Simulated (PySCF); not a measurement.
Vertical excitations of a molecule C₄H₅FO₂ from TDDFT-CAM-B3LYP/def2-SVPD (PySCF), as energy in eV (oscillator strength): 5.74 (0.010), 6.01 (0.012), 6.22 (0.098), 6.68 (0.007), 6.87 (0.007), 7.29 (0.014), 7.55 (0.005), 7.91 (0.024), 8.17 (0.017), 8.35 (0.023). Lowest triplet (TDA): 3.82 eV. Geometry: PBE-D3(BJ)/def2-SVP. Other conformers were not sampled.

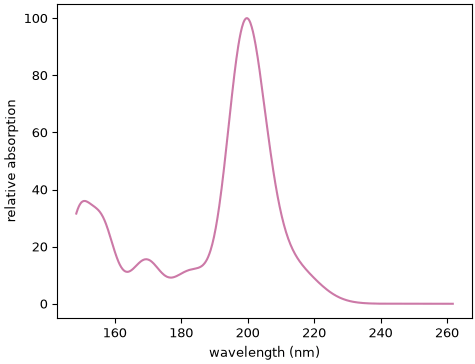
Figure: The lines broadened by 0.4 eV.

**Question.** Pick the molecule that these values belong to.
A. COC(=O)/C=C\F
B. C[C@H]1OC=C(F)O1
C. OC[C@H]1OC=C1F
D. C=C(F)C1OCO1

**Answer.** B, C[C@H]1OC=C(F)O1
